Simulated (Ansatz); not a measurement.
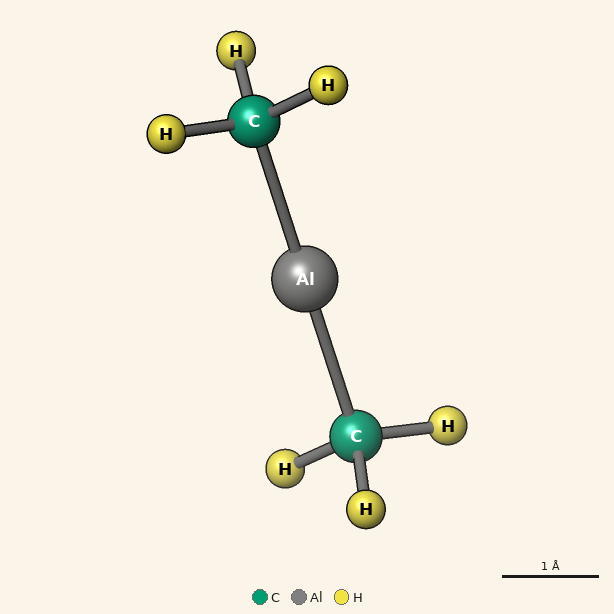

The picture shows the input geometry.

Ansatz 0.2.0 input:

```yaml
crystal:
  periodic: [false, false, false]
  atoms:
    - {symbol: C, position_ang: [-0.913108, 1.308315, -1.039036]}
    - {symbol: Al, position_ang: [-0.000657, 0.000254, 0.000900]}
    - {symbol: C, position_ang: [0.912961, -1.308259, 1.039238]}
    - {symbol: H, position_ang: [-1.852005, 0.899554, -1.424247]}
    - {symbol: H, position_ang: [-0.293712, 1.619149, -1.885658]}
    - {symbol: H, position_ang: [-1.138912, 2.188260, -0.429376]}
    - {symbol: H, position_ang: [1.212687, -2.150842, 0.408957]}
    - {symbol: H, position_ang: [0.263464, -1.681725, 1.836513]}
    - {symbol: H, position_ang: [1.809283, -0.874706, 1.492720]}
basis:
  gaussian: {orbitals: def2-TZVPP}
total_charge: 1
hamiltonian: {xc: r2scan, dispersion: d4}
```

Command:

```sh
ansatz run in.yaml --threads 2 --pin off --events-out ev --progress --plain --max-ram 4352MiB
```

What the program printed:

```
Functional definition: r2SCAN
  name "r2SCAN"
  cite "Furness, Kaplan, Ning, Perdew & Sun, J. Phys. Chem. Lett. 11, 8208 (2020) doi:10.1021/acs.jpclett.0c02405"
  cite "Furness, Kaplan, Ning, Perdew & Sun, J. Phys. Chem. Lett. 11, 9248 (2020) doi:10.1021/acs.jpclett.0c03077"
  parent r2scan
  parameter k0 = 0.174
  parameter k1 = 0.065
  parameter a1 = 4.9479
  exchange = r2scan_x(k0 = k0, k1 = k1, a1 = a1)
  correlation = r2scan_c
983 factors; their error is unknown
mean field evaluation 1: about -8736.0207 eV, gradient 1.0e2 eV
mean field evaluation 2: about -8718.9458 eV, gradient 1.2e2 eV
mean field evaluation 4: about -8760.5826 eV, gradient 5.0e0 eV
mean field evaluation 8: about -8760.6331 eV, gradient 3.9e-2 eV
mean field -8760.63309900 eV, -321.9473282179 hartree, gradient 4.3e-5 eV, S^2 0.000000; 0 other end points of the search recorded, 0 dependent functions left out
reference -8760.63311148 eV, -321.9473286766 hartree; 15, 15 occupied and 173, 173 virtual orbitals, 983 factors
Total energy: -8760.65753159 eV, -321.9482260991 hartree
```
